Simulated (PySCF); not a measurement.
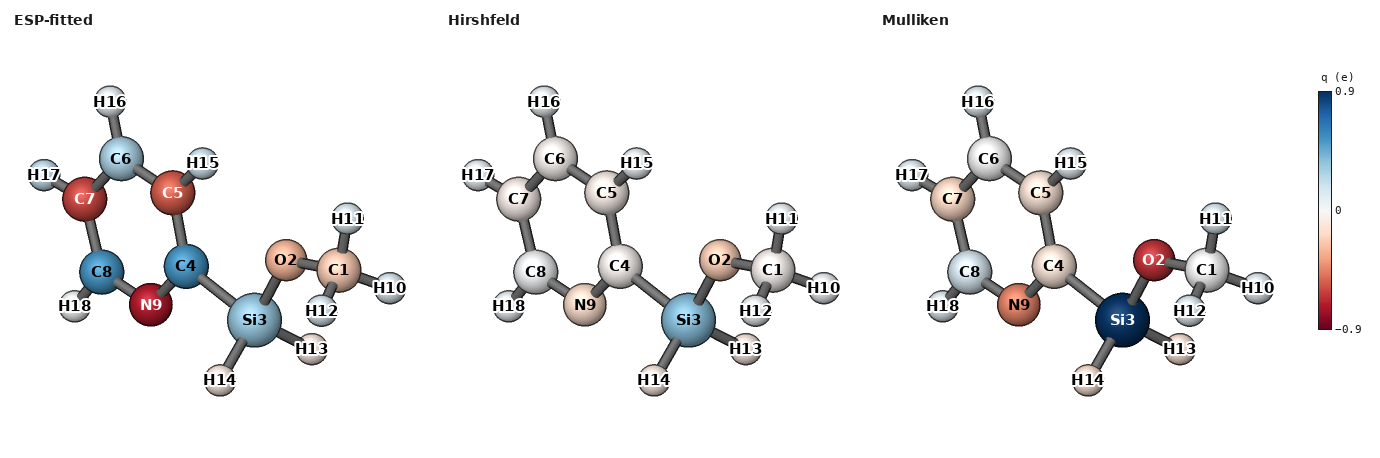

Atomic charges of one calculation by 3 schemes, on one colour scale. Computed geometry: GFN2-xTB optimisation. No frequency run is at hand to confirm it as a minimum. Computed with PBE0/pcSseg-1 (PySCF 2.14.0).

**Which scheme gives the most polar picture (largest mean size of the charges)?**

The ESP-fitted charges are the largest in size here, and the Hirshfeld charges the smallest.

**On which atom do the schemes disagree most?**

On C4 (from −0.11 to 0.53 e).

List the charges (e), one line for each set of equivalent atoms. Atoms whose distances differ by more than 0.02 Å in this geometry are listed apart.

```
    atom  ESP-fitted  Hirshfeld  Mulliken
      C1       −0.23      −0.03      0.00
      O2       −0.29      −0.22     −0.65
     Si3        0.34       0.39      0.89
      C4        0.53      −0.03     −0.11
      C5       −0.55      −0.05     −0.11
      C6        0.28      −0.03      0.00
      C7       −0.60      −0.05     −0.18
      C8        0.53       0.01      0.15
      N9       −0.71      −0.16     −0.44
H10, H12        0.12       0.04      0.10
     H11        0.12       0.05      0.12
     H13       −0.08      −0.08     −0.12
     H14       −0.08      −0.08     −0.12
     H15        0.18       0.05      0.10
     H16        0.08       0.06      0.10
     H17        0.21       0.06      0.10
     H18        0.02       0.05      0.10
```

The geometry is semi-empirical. Around Si such bond lengths and angles can be off by a tenth of an ångström or more and by several degrees, and values that hang on the shape move with them.
